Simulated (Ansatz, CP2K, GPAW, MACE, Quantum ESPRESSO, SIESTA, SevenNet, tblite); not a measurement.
# Running twisted graphene double bilayer, 27.80° (104 atoms) with Quantum ESPRESSO

Aim: run twisted graphene double bilayer, 27.80° (104 atoms) in Quantum ESPRESSO and see how near its forces come to a plane-wave reference, and at what cost.

Main program and level: Quantum ESPRESSO 7.5; the method is named at each step.

**1. Starting point**

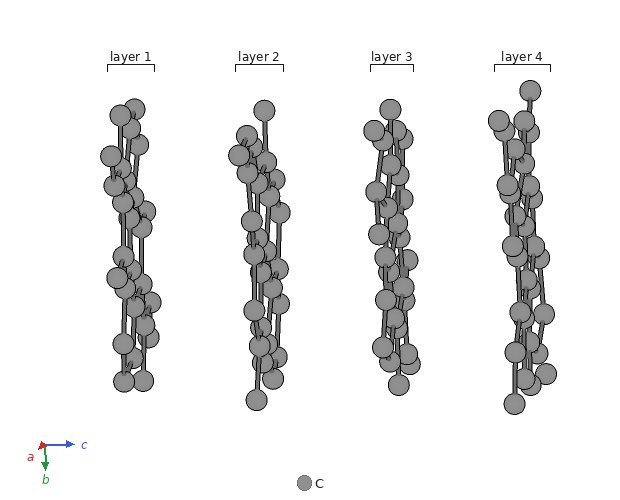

The starting structure, seen from the side, with the c axis across the page (carbon grey). Bonds to atoms that aren't drawn are left out. Some periodic images of atoms are drawn too.

The cell holds 104 atoms: 104 C. Cell: a = 8.870 Å, b = 8.870 Å, c = 24.180 Å, α = 90.0°, β = 90.0°, γ = 120.0°. It derives from C (graphene). Graphene (a = 2.46 Å) under graphene (a = 2.46 Å), double bilayer, commensurate cell of 13 unit cells a layer, twist 27.80 deg; facing planes 3.33, 3.52, 3.33 Å apart as built; 14 Å of vacuum; minimised with a classical potential. Then every atom was moved at random, 0.05 Å r.m.s. a Cartesian component. Regions: layer 1, 26 atoms (26 C); layer 2, 26 atoms (26 C); layer 3, 26 atoms (26 C); layer 4, 26 atoms (26 C). Vacuum lies along c.

The yardstick, on the same geometry:

- method: Kohn-Sham DFT, PBE, PAW, plane waves (Ansatz 0.2.0); cutoff 420 eV, Γ point, fermi-dirac smearing of 0.05 eV; PAW set soft_2
- r.m.s. force component: 2.963 eV/Å
- longest force: 12.69 eV/Å
- SCF cycles: 9
- time: 9.9 s on 8 threads of Arm Neoverse V2, shared host
- CPU time: 73 s

**2. PBE, sssp-1.3.0-efficiency, 45/360 Ry**

Method: Kohn-Sham DFT, PBE, SSSP efficiency 1.3.0 pseudopotentials, plane waves.

File pw.in:

```
&control
  calculation = 'scf'
  pseudo_dir = './pseudo'
  outdir = './tmp'
  disk_io = 'none'
  tprnfor = .true.
/
&system
  ibrav = 0
  nat = 104
  ntyp = 1
  ecutwfc = 45
  ecutrho = 360
  nosym = .true.
  occupations = 'smearing'
  smearing = 'fd'
  degauss = 0.003675
/
&electrons
  conv_thr = 5.2e-07
  electron_maxstep = 100
  mixing_beta = 0.2
  mixing_mode = 'local-TF'
  diagonalization = 'david'
/
ATOMIC_SPECIES
C 12.011 C.upf
CELL_PARAMETERS angstrom
8.86970 0.00000 0.00000
-4.43485 7.68139 0.00000
0.00000 0.00000 24.18000
ATOMIC_POSITIONS crystal
C 0.12467 0.18718 0.29057
C 0.17930 0.05690 0.29065
C 0.19462 0.47171 0.29176
C 0.25817 0.35933 0.28701
C 0.28966 0.80749 0.29229
C 0.32597 0.65879 0.29311
C 0.36150 0.10445 0.29141
C 0.42372 0.98998 0.29242
C 0.44143 0.41324 0.28808
C 0.47384 0.27795 0.28733
C 0.51650 0.71831 0.29081
C 0.55923 0.58396 0.29090
C 0.59540 0.03441 0.29013
C 0.63318 0.88722 0.29019
C 0.67076 0.33341 0.29037
C 0.71423 0.20823 0.29155
C 0.73257 0.63026 0.28973
C 0.79494 0.51215 0.29217
C 0.82039 0.95071 0.28617
C 0.85722 0.81374 0.28909
C 0.88678 0.25185 0.28985
C 0.95392 0.14063 0.29038
C 0.97772 0.56808 0.29059
C 0.02931 0.43353 0.29085
C 0.04853 0.87588 0.28763
C 0.11201 0.74573 0.29401
C 0.25916 0.35085 0.43217
C 0.30431 0.22654 0.43247
C 0.33011 0.66691 0.43204
C 0.37763 0.53294 0.42972
C 0.42303 0.97872 0.43116
C 0.45949 0.85285 0.42816
C 0.48544 0.28151 0.42847
C 0.54241 0.14786 0.42680
C 0.56012 0.58840 0.42933
C 0.61541 0.46265 0.42980
C 0.63554 0.89904 0.42872
C 0.68929 0.76994 0.43087
C 0.72389 0.22014 0.42681
C 0.76896 0.08454 0.42992
C 0.79466 0.49959 0.43155
C 0.85476 0.37715 0.43310
C 0.87016 0.81604 0.43467
C 0.92205 0.68512 0.43284
C 0.95537 0.13381 0.42700
C 0.99468 0.99374 0.43252
C 0.02422 0.43464 0.43391
C 0.07421 0.31238 0.43220
C 0.09375 0.74899 0.43021
C 0.15541 0.61975 0.43325
C 0.18213 0.05739 0.42924
C 0.23557 0.92208 0.42970
C 0.74694 0.09914 0.57401
C 0.78770 0.27678 0.56513
C 0.66210 0.34603 0.57143
C 0.71613 0.51557 0.56846
[... 44 atom lines left out ...]
C 0.78757 0.27827 0.70795
C 0.84171 0.45871 0.70953
C 0.71603 0.50859 0.70943
C 0.77677 0.69961 0.71134
K_POINTS gamma
```

The run is started by

```console
$ OMP_NUM_THREADS=1 mpirun -np 4 pw.x -in pw.in > output.txt
```

The program printed:

```text
Program PWSCF
     gamma-point specific algorithms are used
     one sub-group per band group will be used
     scalapack distributed-memory algorithm (size of sub-group:  2*  2 procs)
     Parallelization info
     sticks:   dense  smooth     PW     G-vecs:    dense   smooth      PW
     Min        1740     865    214               320564   113219   14118
     Max        1741     866    216               320595   113262   14140
     Sum        6961    3463    859              1282319   452985   56515
     bravais-lattice index     =            0
     lattice parameter (alat)  =      16.7613  a.u.
     unit-cell volume          =   11117.3594 (a.u.)^3
     number of atoms/cell      =          104
     number of atomic types    =            1
     number of electrons       =       416.00
     number of Kohn-Sham states=          250
     kinetic-energy cutoff     =      45.0000  Ry
     charge density cutoff     =     360.0000  Ry
     scf convergence threshold =      5.2E-07
     mixing beta               =       0.2000
     number of iterations used =            8  local-TF  mixing
     Exchange-correlation= SLA  PW   PBX  PBC
                           (   1   4   3   4   0   0   0)
     crystal axes: (cart. coord. in units of alat)
               a(1) = (   1.000000   0.000000   0.000000 )
               a(2) = (  -0.500000   0.866026   0.000000 )
               a(3) = (   0.000000   0.000000   2.726135 )
     reciprocal axes: (cart. coord. in units 2 pi/alat)
               b(1) = (  1.000000  0.577350 -0.000000 )
               b(2) = (  0.000000  1.154700  0.000000 )
               b(3) = (  0.000000 -0.000000  0.366820 )
     PseudoPot. # 1 for C :
     Pseudo is Projector augmented-wave + core cor, Zval =  4.0
     atomic species   valence    mass     pseudopotential
     C                 4.00    12.01100     C ( 1.00)
     No symmetry found
   Cartesian axes
     number of k points=     1  Fermi-Dirac smearing, width (Ry)=  0.0037
                       cart. coord. in units 2pi/alat
        k(    1) = (   0.0000000   0.0000000   0.0000000), wk =   2.0000000
     Dense  grid:   641160 G-vectors     FFT dimensions: ( 108, 108, 288)
     Smooth grid:   226493 G-vectors     FFT dimensions: (  72,  72, 200)
     Check: negative core charge=   -0.000008
     Initial potential from superposition of free atoms
     starting charge     415.9957, renormalised to     416.0000
     negative rho (up, down):  1.636E-03 0.000E+00
     Starting wfcs are  416 randomized atomic wfcs
     Self-consistent Calculation
     iteration #  1     ecut=    45.00 Ry     beta= 0.20
     negative rho (up, down):  2.364E-05 0.000E+00
     total energy              =   -1920.04209022 Ry
     estimated scf accuracy    <      10.29546909 Ry
     iteration #  2     ecut=    45.00 Ry     beta= 0.20
     negative rho (up, down):  6.191E-08 0.000E+00
     total energy              =   -1915.10084840 Ry
     estimated scf accuracy    <       8.09167043 Ry
     iteration #  3     ecut=    45.00 Ry     beta= 0.20
     total energy              =   -1916.57285885 Ry
     estimated scf accuracy    <       0.77682662 Ry
     iteration #  4     ecut=    45.00 Ry     beta= 0.20
     total energy              =   -1916.57185268 Ry
     estimated scf accuracy    <       0.46775629 Ry
     iteration #  5     ecut=    45.00 Ry     beta= 0.20
     total energy              =   -1916.59267688 Ry
     estimated scf accuracy    <       0.15908441 Ry
     iteration #  6     ecut=    45.00 Ry     beta= 0.20
     total energy              =   -1916.56081691 Ry
     estimated scf accuracy    <       0.11488970 Ry
[...]
negative rho (up, down):  2.566E-04 0.000E+00
[...]
negative rho (up, down):  8.039E-02 0.000E+00
[...]
negative rho (up, down):  1.567E-02 0.000E+00
[...]
c_bands:  1 eigenvalues not converged
[...]
total energy              =   -1916.54142149 Ry
[...]
iteration # 28     ecut=    45.00 Ry     beta= 0.20
[...]
total energy              =   -1916.54142145 Ry
     estimated scf accuracy    <       0.00000066 Ry
     iteration # 29     ecut=    45.00 Ry     beta= 0.20
     negative rho (up, down):  3.541E-03 0.000E+00
     total energy              =   -1916.54142142 Ry
     estimated scf accuracy    <       0.00000054 Ry
     iteration # 30     ecut=    45.00 Ry     beta= 0.20
     negative rho (up, down):  3.470E-03 0.000E+00
     End of self-consistent calculation
          k = 0.0000 0.0000 0.0000 ( 28258 PWs)   bands (ev):
   -17.7247 -17.6512 -17.5649 -17.4978 -16.2464 -16.2392 -16.1793 -16.1300
   -16.1066 -16.0638 -16.0112 -15.9508 -15.8956 -15.8886 -15.8406 -15.7935
   -15.7801 -15.6731 -15.6369 -15.5773 -15.5733 -15.5196 -15.5020 -15.4925
   -15.4574 -15.3557 -15.3376 -15.2910 -12.9062 -12.8821 -12.7411 -12.7027
   -12.6752 -12.6136 -12.5901 -12.5431 -12.5139 -12.4765 -12.4366 -12.3996
   -12.3518 -12.3052 -12.2717 -12.2486 -12.2279 -12.2076 -12.1824 -12.1381
[...]
3.9976   4.0719   4.1123   4.2344   4.2569   4.3571   4.4295   4.5542
     5.3333   5.5578   6.2731   7.1292   7.5483   7.6113   7.7133   7.7386
     7.7655   7.7684   7.7974   7.8947   7.9193   7.9376   7.9650   7.9706
     7.9887   7.9961
     the Fermi energy is     1.8159 ev
!    total energy              =   -1916.54142098 Ry
     total all-electron energy =     -7924.007595 Ry
     estimated scf accuracy    <       0.00000049 Ry
     smearing contrib. (-TS)   =      -0.00000000 Ry
     internal energy E=F+TS    =   -1916.54142098 Ry
     The total energy is F=E-TS. E is the sum of the following terms:
     one-electron contribution =  -14462.59860362 Ry
     hartree contribution      =    7373.96962977 Ry
     xc contribution           =    -483.37217854 Ry
     ewald contribution        =    6296.92882109 Ry
     one-center paw contrib.   =    -641.46908969 Ry
     convergence has been achieved in  30 iterations
     negative rho (up, down):  3.470E-03 0.000E+00
     Forces acting on atoms (cartesian axes, Ry/au):
     atom    1 type  1   force =     0.16044828   -0.04113877   -0.02525405
     atom    2 type  1   force =    -0.02880695   -0.07612456   -0.01250805
     atom    3 type  1   force =     0.10746953    0.22669236   -0.01470114
     atom    4 type  1   force =     0.01493896   -0.01003479    0.03742169
     atom    5 type  1   force =     0.09193634   -0.12681647    0.02178521
     atom    6 type  1   force =     0.03776782    0.11003655   -0.01718402
[...]
atom  102 type  1   force =     0.04172822    0.00226523   -0.01033638
     atom  103 type  1   force =    -0.00110133    0.13281188   -0.01364904
     atom  104 type  1   force =    -0.13849463   -0.17512971   -0.01901472
     Total force =     2.039625     Total SCF correction =     0.001825
     Message from routine punch:
     Nothing written, as per user request (disk_io='none')
```

It took 3.6 min on 4 MPI ranks of Arm Neoverse V2, shared host; peak memory 4.3 GiB; 14 min of CPU time.

Banners, paths, timers and routine set-up lines are dropped from the logs unmarked, and long logs keep their key lines alone; longer cuts are marked.

Compared with the plane-wave run:

```
r.m.s. force component                  : 2.969 eV/Å
r.m.s. difference of force components   : 6.991 meV/Å
longest difference of force vectors     : 36.12 meV/Å
force difference over r.m.s. force      : 0.2359 %
slope of forces against the reference's : 1.002
correlation of force components         : 1
```

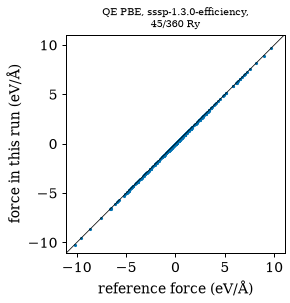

Force components against those of the reference; the line marks equality.

Local excerpt of 11 atoms (numbers count through the whole input) about C98, which bears the longest force; x, y, z are measured from there.

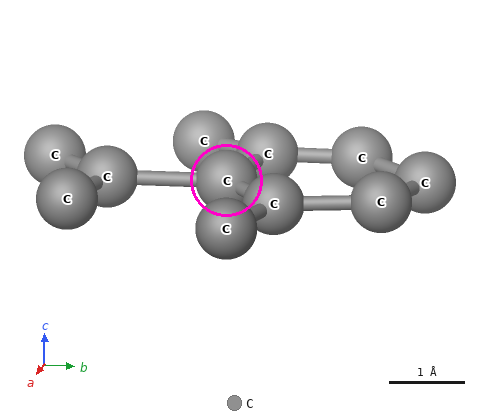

The atoms of the table, within 2.7 Å (arrows a, b, c point along x, y, z); some may hide others; the central atom is ringed.

```tsv
atom	x	y	z	distance (Å)	bonds	Fx	Fy	Fz (eV/Å)
C98	0.00	0.00	0.00	0.00	3	-7.56	-10.24	0.26
C95	0.94	0.82	-0.03	1.25	3	7.59	6.34	0.26
C79	-1.48	0.28	0.03	1.50	3	8.16	-4.39	-0.39
C97	0.27	-1.59	0.01	1.61	3	4.82	6.55	0.08
C80	-1.73	1.53	0.00	2.31	3	-4.00	9.68	0.92
C96	0.67	2.24	0.03	2.34	3	-3.04	-0.27	-1.15
C90	2.36	0.44	-0.04	2.40	3	1.16	0.72	0.55
C92	-2.31	-0.74	-0.09	2.43	3	-6.53	-3.00	0.97
C104	1.72	-1.87	0.05	2.54	3	-3.56	-4.50	-0.49
C86	-0.72	-2.49	-0.01	2.59	3	0.66	-4.00	-0.09
C101	-0.75	2.58	-0.03	2.69	3	2.66	-0.52	0.64
```

Forces lie 0.24 % from the reference's, at 12 times its CPU time (on 4 against 8 cores).

**3. PBE, gbrv-1.5, 40/200 Ry**

Method: Kohn-Sham DFT, PBE, GBRV 1.5 ultrasoft pseudopotentials, plane waves.

The pseudopotential files are exchanged too: ./pseudo now holds the set gbrv-pbe-1.5.

pw.in: that of step 2 with these lines changed.

```diff
@@ -11,4 +11,4 @@
   ntyp = 1
-  ecutwfc = 45
-  ecutrho = 360
+  ecutwfc = 40
+  ecutrho = 200
   nosym = .true.
```

The program printed:

```text
[banner, memory and clock lines left out]
Program PWSCF
     gamma-point specific algorithms are used
     one sub-group per band group will be used
[... lines left out ...]
     number of k points=     1  Fermi-Dirac smearing, width (Ry)=  0.0037
[... lines left out ...]
     total energy              =   -1196.88258570 Ry
[... lines left out ...]
     total energy              =   -1191.95342791 Ry
[... lines left out ...]
     total energy              =   -1193.42318285 Ry
[... lines left out ...]
     total energy              =   -1193.41342352 Ry
[... lines left out ...]
     total energy              =   -1193.41342338 Ry
[... lines left out ...]
     the Fermi energy is     1.8656 ev
!    total energy              =   -1193.41342312 Ry
[... lines left out ...]
     The total energy is F=E-TS. E is the sum of the following terms:
     one-electron contribution =  -14485.00944262 Ry
     hartree contribution      =    7373.59345672 Ry
     xc contribution           =    -378.92625975 Ry
     ewald contribution        =    6296.92882253 Ry
     convergence has been achieved in  31 iterations
     negative rho (up, down):  1.598E-03 0.000E+00
     Forces acting on atoms (cartesian axes, Ry/au):
     atom    1 type  1   force =     0.16082376   -0.04109867   -0.02521862
     atom    2 type  1   force =    -0.02840167   -0.07513135   -0.01241188
     atom    3 type  1   force =     0.10848876    0.22671307   -0.01483989
[...]
atom  103 type  1   force =    -0.00119081    0.13326251   -0.01384780
     atom  104 type  1   force =    -0.13874294   -0.17542058   -0.01894261
     Total force =     2.048134     Total SCF correction =     0.001565
     Message from routine punch:
     Nothing written, as per user request (disk_io='none')
```

Elapsed: 2.6 min, on 4 MPI ranks; peak memory 2.1 GiB.

Compared with the plane-wave run:

* r.m.s. force component: 2.981 eV/Å
* r.m.s. difference of force components: 23.91 meV/Å
* longest difference of force vectors: 180.8 meV/Å
* force difference over r.m.s. force: 0.8068 %
* slope of forces against the reference's: 1.006
* correlation of force components: 1

Against the first run (0.24 %), the force difference from the reference is 0.81 %, at 0.73 times the CPU time.

**4. Side by side**

Differences are against the plane-wave reference, forces as r.m.s. over components; share is that over the reference's r.m.s. force, slope the least-squares factor from reference forces to these. Total energies of different programs have different zeros and aren't compared.

```tsv
run	Δ force, r.m.s. (meV/Å)	share (%)	slope	cores	CPU time	memory (GiB)
reference	-	-	-	8	73 s	1.7
QE PBE, sssp-1.3.0-efficiency, 45/360 Ry	6.99	0.236	1.002	4	14 min	4.3
QE PBE, gbrv-1.5, 40/200 Ry	23.9	0.807	1.006	4	10 min	2.1
```

CPU time is summed over cores on a shared host, where runs went side by side, so it is rough. Symmetry, cutoffs, thresholds, outputs and thread counts weren't matched or tuned between programs; memory under MPI is the largest rank's times the ranks.

**5. Summary of results**

| Quantity | Value |
| --- | --- |
| nearest in forces | QE PBE, sssp-1.3.0-efficiency, 45/360 Ry, 0.24 % |
| its CPU time | 14 min |

In words: PBE on plane waves or a grid with other potentials, cutoffs or grids differs from the reference by 0.24 % (QE PBE, sssp-1.3.0-efficiency, 45/360 Ry) to 0.81 % (QE PBE, gbrv-1.5, 40/200 Ry) of the r.m.s. force; this holds the reference's own error, so differences of a few per cent don't tell which side is nearer the exact PBE result (QE's 45 Ry are 612 eV, against the reference's 420 eV). None of the electronic-structure runs in the table takes under half the reference's CPU time of 73 s; they take 8.7 to 12 times as much. The reference's PBE has no dispersion term, which matters for the binding between molecules or layers. One k-point is far too coarse for the carbon or group-IV sheet, and it can put spurious forces of up to about 1 eV/Å on the sheet's atoms. The electronic-structure runs sample only Γ, in a cell whose shortest periodic width is 8 Å.

[Also dropped from logs without a mark: logging warnings of Python, and SIESTA's first energy breakdown and zero terms.]

[Logs are printed without paths, hosts, clocks, repeated set-up lines and the standing remarks that a program may print on its own settings, such as how far it seeks lower states.]

[Hosts, paths, dates, database ids (printed as entryN), source tags and the programs' standing remarks are cut or masked in the printed files.]
